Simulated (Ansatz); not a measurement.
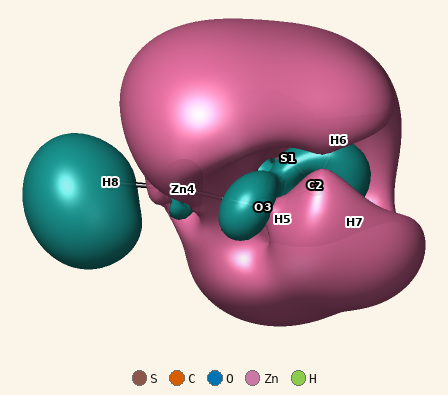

Figure 1: CH₄OSZn. One frontier orbital at ±0.04 Å⁻³ᐟ² (teal and pink are the two phases), seen from one side.

Geometry: PBE0-D4/def2-TZVP.

Theory: RKS PBE0-D4/def2-TZVPP (Ansatz 0.2.0).

```yaml
atoms:
  - { symbol: S, position_ang: [0.6091, 1.3331, -0.2282] }
  - { symbol: C, position_ang: [0.7311, -0.2521, 0.7317] }
  - { symbol: O, position_ang: [-0.2849, -1.1055, 0.4335] }
  - { symbol: Zn, position_ang: [-1.6087, -0.3075, -0.5510] }
  - { symbol: H, position_ang: [1.0702, 0.8379, -1.3896] }
  - { symbol: H, position_ang: [0.7210, 0.0950, 1.7749] }
  - { symbol: H, position_ang: [1.7201, -0.6753, 0.5200] }
  - { symbol: H, position_ang: [-2.8656, 0.0174, -1.3472] }
```

Which orbital is it: HOMO or LUMO?

Answer. The LUMO, at −0.36 eV. By Hirshfeld shares it lies mainly on S1 (about 35 %), Zn4 (about 30 %), H5 (about 10 %), C2 (about 10 %) and H8 (about 5 %).
